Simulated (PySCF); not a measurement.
C4H6Si, SMILES `[SiH2]1C=CC=C1`.

Computed with PySCF, BHandHLYP/def2-SVP, geometry: GFN2-xTB. No frequency check shows the geometry to be a minimum. Without diffuse functions Rydberg states are missing, so the states' numbers hold for this basis only.

Coordinates in Å:

```
Si1      1.2407   -0.0000    0.0001
C2      -0.1078    1.3197   -0.0003
C3      -1.3081    0.7284    0.0001
C4      -1.3082   -0.7282   -0.0000
C5      -0.1080   -1.3197    0.0001
H6       2.0555    0.0009    1.2156
H7       2.0552   -0.0013   -1.2165
H8       0.0062    2.3909   -0.0004
H9      -2.2499    1.2606    0.0006
H10     -2.2501   -1.2603   -0.0003
H11      0.0058   -2.3910    0.0001
```

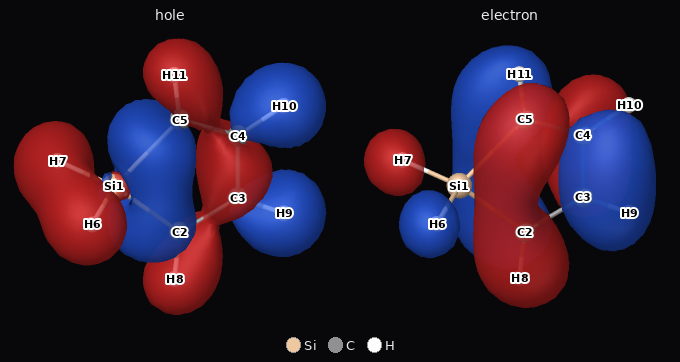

Leading natural transition orbital pair of S₃ (TDA singlet states); the surfaces enclose about 85 % of each orbital's density.

Give its energy and the atoms that hole and electron lie on.

Answer. 6.71 eV (185 nm), f = 0.011; the leading pair carries 74 %; hole on Si1 (18 %), C2 and C5 (17 % each) and C3 and C4 (13 % each), electron on Si1 (22 %), C2 and C5 (17 % each) and C3 and C4 (14 % each) (shares are of the whole state, not of the leading pair alone); their centroids lie 0.2 Å apart. In canonical orbitals it is mainly HOMO−3 → LUMO (72 %). The HOMO–LUMO gap is 7.18 eV.
